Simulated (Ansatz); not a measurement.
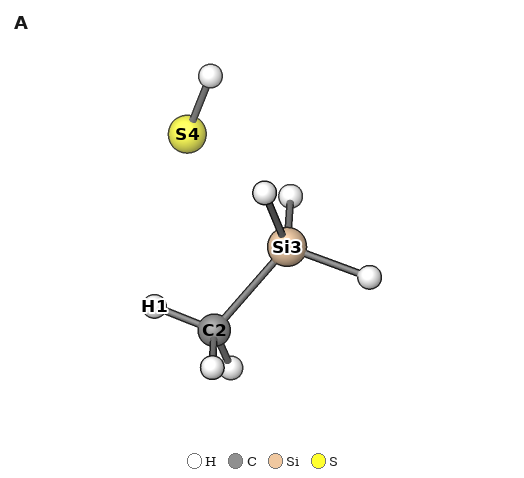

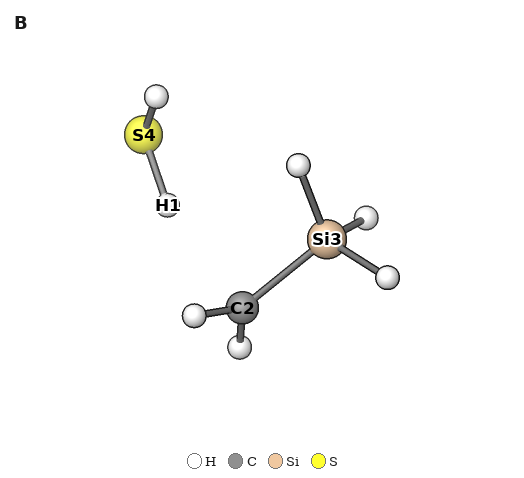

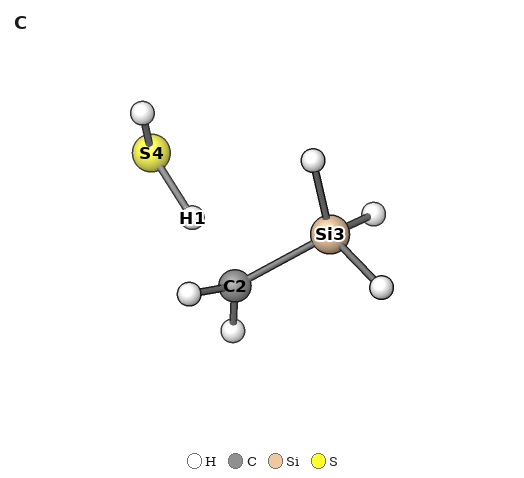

Three stationary points along one reaction path, in mixed order. Sticks follow a distance rule, so a partial bond may show as a full stick or not at all. State: neutral, doublet. Geometries: PBE0-D4/def2-TZVP; all other levels are single points on them, and energies count from the start as drawn. Program: Ansatz 0.2.0. In CBS estimates cores are frozen, and CCSD(T) − MP2 is taken in the smaller basis.

Question: Which panel shows the transition state?

Answer: C.

Question: Which bonds form and which break from A to B?

Answer: Formed: H1–S4; broken: H1–C2. At the saddle point H1···S4 is 1.45 Å, H1···C2 is 1.58 Å.

Give the electronic barrier and the reaction energy from A to B in kcal/mol (no zero-point energy) with CCSD(T)/CBS (MP2 limit from def2-TZVPP and def2-QZVPP plus CCSD(T) − MP2); PBE-D4/def2-TZVPP; BHLYP-D4/def2-TZVPP; ωB97M-V/def2-TZVPP; B2PLYP (frozen core)/def2-TZVPP.

```csv
level,barrier,reaction energy
CCSD(T)/CBS (MP2 limit from def2-TZVPP and def2-QZVPP plus CCSD(T) − MP2),16.6,+11.6
PBE-D4/def2-TZVPP,13.5,+14.0
BHLYP-D4/def2-TZVPP,17.6,+12.1
ωB97M-V/def2-TZVPP,17.4,+12.3
B2PLYP (frozen core)/def2-TZVPP,16.6,+12.4
```

Where the saddle lies below an end point, that level has no barrier at this geometry, which was found with another level.
